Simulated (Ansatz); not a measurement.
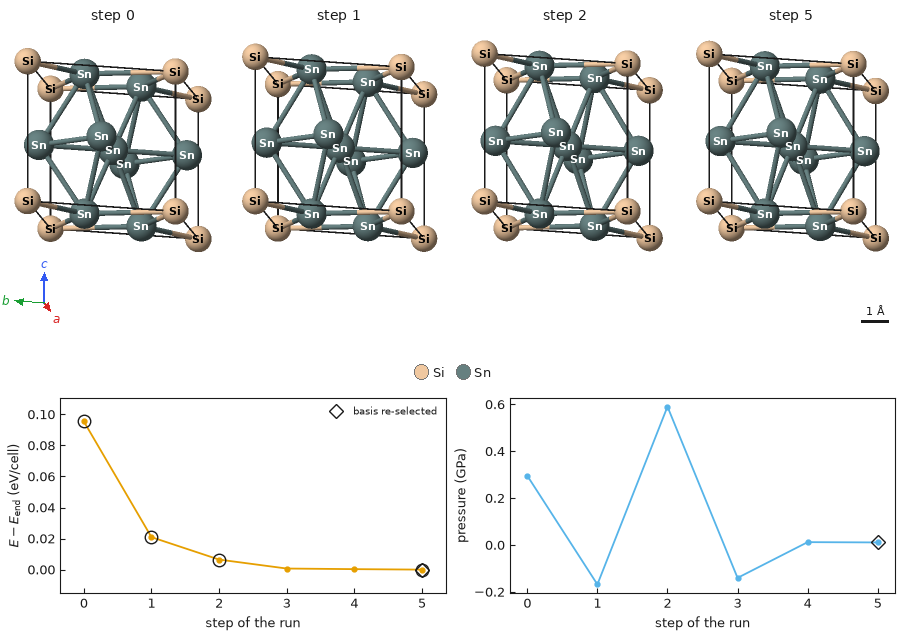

Frames of a relaxation of solid SiSn₅ (a generated structure, set up in P6/mmm), marked on the history of the run. A ball-and-stick model of the cell of the calculation, seen from a free direction.

These are results of DFT PBE, scalar-relativistic, plane waves, PAW in Ansatz, not measurements. Set-up: plane-wave cutoff 420 eV; k-point mesh 6 × 6 × 8; occupations gaussian; smearing width 0.1 eV; no spin polarisation; cell and atoms relaxed; force threshold 0.01 eV/Å; at most 80 steps.

### Describe the path.

Over 4 accepted moves (5 points after the start) the energy falls by 95.4 meV per cell of the calculation. All forces vanish by symmetry, so only the cell relaxes. The pressure goes from 0.30 to 0.01 GPa. At 1 point the geometry stayed and the basis and grid were re-selected for the new cell (energy shift of 0.3 meV per cell of the calculation at most each time). The atoms keep their places relative to the cell (all moves are under 0.005 Å). The drawn cell changes as follows: a = b 6.117 → 5.962 Å (−2.5 %), c 5.460 → 5.753 Å (+5.4 %); the volume changes by +0.1 %. Some distances before and after: Sn–Sn 3.251 → 3.352 Å, Si–Sn 3.531 → 3.442 Å, Sn–Sn 3.058 → 2.981 Å. Bond angles that change, for instance: Sn–Sn–Sn 114.2° → 118.2°. The space group stays P6/mmm (No. 191). From step 0 to 1: volume +0.8 %, energy −74.5 meV per cell of the calculation. From step 1 to 2: volume −2.0 %, energy −14.5 meV per cell of the calculation. From step 2 to 5: volume +1.3 %, energy −6.5 meV per cell of the calculation.

```tsv
step	E − E(0), meV/atom	pressure, GPa	volume, Å³/atom	note
0	0.00	0.30	29.483	
1	-12.42	-0.17	29.705	
2	-14.83	0.59	29.121	
3	-15.79	-0.14	29.622	
4	-15.85	0.01	29.513	
5	-15.91	0.01	29.513	same geometry, new basis
```
